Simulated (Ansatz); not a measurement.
**Redistribution: CBrCl2F + C2H2F4 → CHBrClF + C2HClF4**

Species: CBrCl2F (bromodichlorofluoromethane) `FC(Cl)(Cl)Br`, singlet; C2H2F4 (norflurane) `FCC(F)(F)F`, singlet; CHBrClF `FC(Cl)Br`, singlet; C2HClF4 `FC(Cl)C(F)(F)F`, singlet. The partners trade Cl for H; both sit on C, so the bond types are kept.

Shapes, held fixed at every level: PBE0-D4/def2-TZVP. Programs: Ansatz 0.2.0. The zero-point and thermal change to 298 K, harmonic and unscaled (PBE0-D4/def2-TZVP), is +1.9 kJ/mol.

```
                level                    kind  ΔH(298 K) (kJ/mol)  less CCSD(T)/def2-TZVPP
     SPW92/def2-TZVPP                     LDA               -12.9                     +3.3
 r2SCAN-D4/def2-TZVPP                meta-GGA               -15.5                     +0.7
  BHLYP-D4/def2-TZVPP           global hybrid               -16.6                     -0.4
r2SCAN0-D4/def2-TZVPP           global hybrid               -17.1                     -0.9
   wB97M-V/def2-TZVPP  range-separated hybrid               -14.5                     +1.7
   wB97X-V/def2-TZVPP  range-separated hybrid               -15.9                     +0.3
        CCSD/def2-SVP   coupled cluster or CI               -14.6                     +1.6
   CCSD(T)/def2-TZVPP   coupled cluster or CI               -16.2                      0.0
```

The highest level, CCSD(T)/def2-TZVPP, gives ΔH(298 K) = -16.2 kJ/mol; the levels span -17.1 to -12.9. The column of differences is taken from that level and isn't an error. No measured value is set beside it here. Relativity is left out for Br unless named. Correlated rows may include outer-core shells of Br, which these sets cover unevenly.

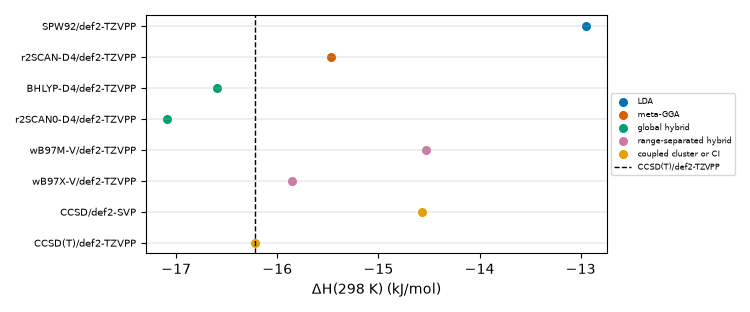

The values of the table, level by level.
